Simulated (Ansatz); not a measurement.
Molecule (SMILES): N#[N+][O-].
Atoms: N1, N2, O3. Bonds: N1-N2, N2-O3.

Basis-set convergence of the harmonic zero-point energy at PBE0 with Ansatz (a quantum-chemistry and plane-wave program). Each level at its own minimum, finite differences of forces, unscaled; the reference is a large set that could be run, not a limit. Cartesian d functions, on some or all atoms, in 6-31G**, 6-31+G*; all else is spherical. The program fits the integrals of some runs and decomposes those of others, by size. No added dispersion term, no relativity. Reference: the value in def2-QZVPP, 7.23 kcal/mol. Deviations are taken from unrounded values.

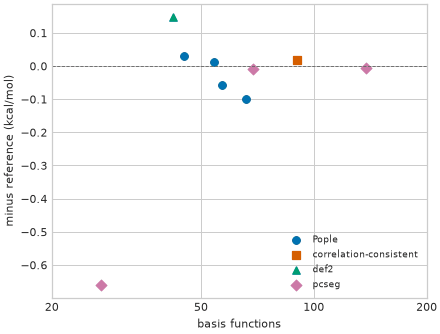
Figure. Deviation from the reference against the number of basis functions, by family of sets.

```csv
basis,functions,harmonic zero-point energy (kcal/mol),minus reference (kcal/mol)
pcseg-0,27,6.57,-0.66
def2-SVP,42,7.38,0.15
6-31G**,45,7.26,0.03
6-311G**,54,7.24,0.01
6-31+G*,57,7.17,-0.06
6-311+G**,66,7.13,-0.10
aug-pcseg-1,69,7.22,-0.01
cc-pVTZ,90,7.25,0.02
aug-pcseg-2,138,7.23,0.00
```
